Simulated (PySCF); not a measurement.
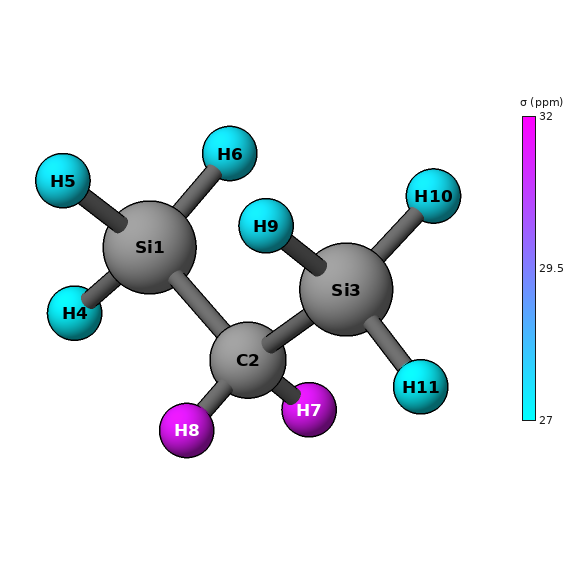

Atoms are coloured by their isotropic NMR shieldings (H only, the others grey). Computed geometry: PBE0-D3(BJ)/def2-SVP optimisation. No frequency run is at hand to confirm it as a minimum. Level of theory: GIAO ωB97X-D/pcSseg-2 NMR shielding, non-relativistic, gas phase (PySCF 2.14.0).

Give the isotropic NMR shieldings of the H atoms atom by atom.

```csv
atom,σ (ppm)
H4,27.23
H5,27.41
H6,27.41
H7,31.50
H8,31.51
H9,27.41
H10,27.41
H11,27.23
```
